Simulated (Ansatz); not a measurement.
# Redistribution: CH2BrI + C5H11Cl → CH2ClI + C5H11Br

Gas-phase species: CH2BrI (bromoiodomethane) `BrCI`, singlet; C5H11Cl (1-chloropentane) `CCCCCCl`, singlet; CH2ClI (chloroiodomethane) `ClCI`, singlet; C5H11Br `CCCCCBr`, singlet. The partners trade Br for Cl; both sit on C, so the bond types are kept.

Shapes, held fixed at every level: PBE0-D4/def2-TZVP. Flexible molecules stand in one conformer, not always the lowest. Programs: Ansatz 0.2.0. Electronic energies: no zero-point or thermal term.

```csv
level,kind,ΔE (kJ/mol),less CCSD(T)/def2-TZVPP
HF/def2-SVP,Hartree–Fock,+2.0,+2.9
PBE-D4/def2-TZVPP,GGA,-1.4,-0.5
B3LYP-D4/def2-TZVPP,global hybrid,-0.7,+0.2
B2PLYP/def2-TZVPP,double hybrid,-0.6,+0.3
CCSD(T)/def2-SVP,coupled cluster or CI,+1.4,+2.3
CCSD/def2-SVP,coupled cluster or CI,+1.6,+2.5
CCSD(T)/def2-TZVPP,coupled cluster or CI,-0.9,0.0
```

The highest level, CCSD(T)/def2-TZVPP, gives ΔE = -0.9 kJ/mol; the levels span -1.4 to +2.0. That is about zero within the method's error. They disagree on the sign: 3 of 7 are positive. The column of differences is taken from that level and isn't an error. No measured value is set beside it here. For atoms past krypton def2 sets carry core potentials with scalar relativity. Relativity is left out for Br. Outer-core shells of Br, I are correlated, in sets that cover them unevenly.

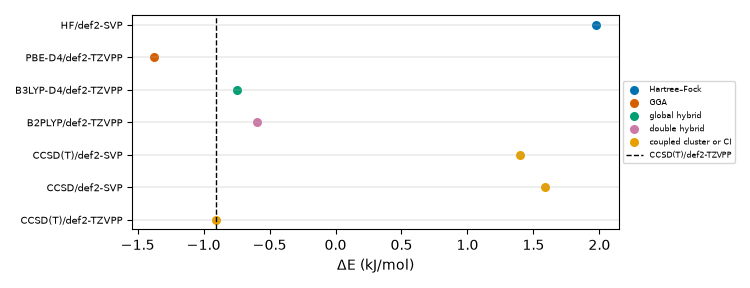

The values of the table, level by level.
